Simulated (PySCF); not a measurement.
**AlH3 (SMILES [H][Al]([H])[H]): density, localisation and related maps**

```xyz
4

Al    0.0000    0.0000    0.0000
H     1.5900   -0.0316    0.0151
H    -0.7674    1.3929   -0.0199
H    -0.8225   -1.3613    0.0048
```

Geometry: PBE0-D3(BJ)/def2-SVP.

Level of theory: wB97X-D/def2-SVPD, SCF density, gas phase (PySCF 2.14.0).

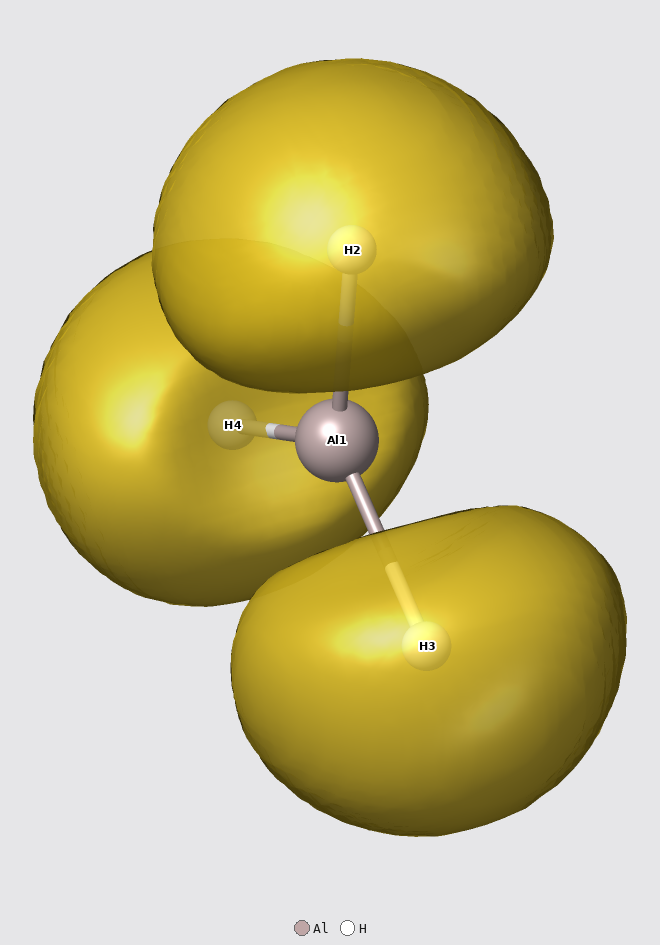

Figure 1. Isosurface of the ELF at 0.9 (yellow), seen at an oblique angle. Core shells and regions of very low density are left out.

Where are the electrons localised?

Answer. The ELF exceeds this value in three regions around hydrogen nuclei. Along the contacts the grid gives the following. Al–H (1.59 Å): the ELF climbs to about 1 towards the hydrogen.

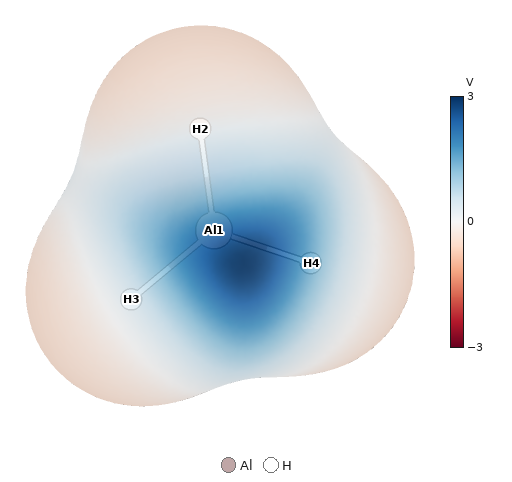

Figure 2. The molecular electrostatic potential painted on the density surface at 0.001 e/bohr³, seen at a tilt; the colour scale runs from red (negative) to blue (positive).

Which sites attract a positive test charge, and which a negative one?

Answer. A positive charge is drawn to the negative regions and a negative charge to the positive ones. The most negative region (about −0.4 V) lies over H2, H3 and H4, the most positive (about +2.9 V) over Al1.

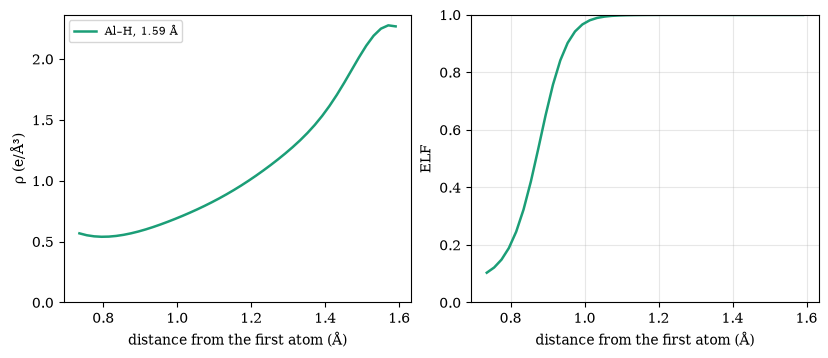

Figure 3. Electron density and electron localisation function along straight lines between neighbouring atoms. The curves leave out the atomic cores.

What can be read from the curves?

Answer. Al–H (1.59 Å): ρ at the midpoint is about 0.54 e/Å³; the ELF climbs to about 1 towards the hydrogen.
